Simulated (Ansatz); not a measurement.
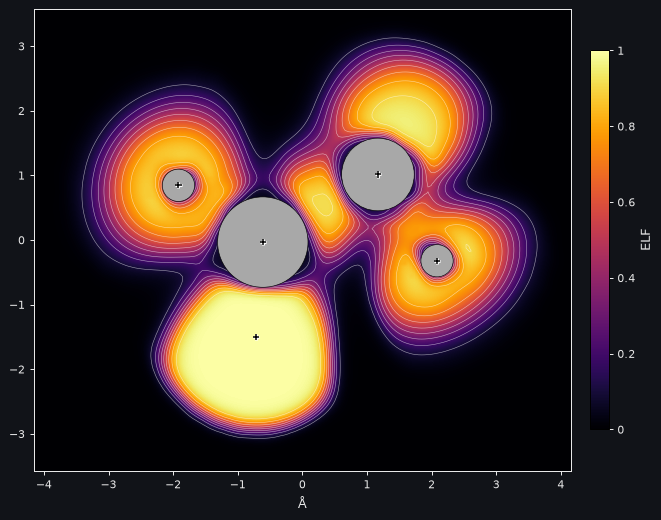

The electron localisation function on a plane through atoms (crosses mark nuclei in the plane; grey discs cover the cores).

Method: isolated molecule in a Gaussian basis; Kohn-Sham density functional theory, functional PBE0 in Ansatz 0.2.0.

Candidates:
A. C3H9NSi
B. AlF2OSi (SMILES [F][Al+][O][Si]F) (charge +1)
C. F2HSSi (SMILES F/[SiH]=[S+]/F) (charge +1)

> Which system is this?

Candidate C: F2HSSi on the molecular plane, which holds F, S, Si and H. Si–F (1.57 Å): the ELF peaks at about 0.80 in the valence shell of F, 0.6 Å from its nucleus, and is about 0.50 at the midpoint. S–F (1.62 Å): the ELF peaks at about 0.80 between the atoms: a polar covalent bond.
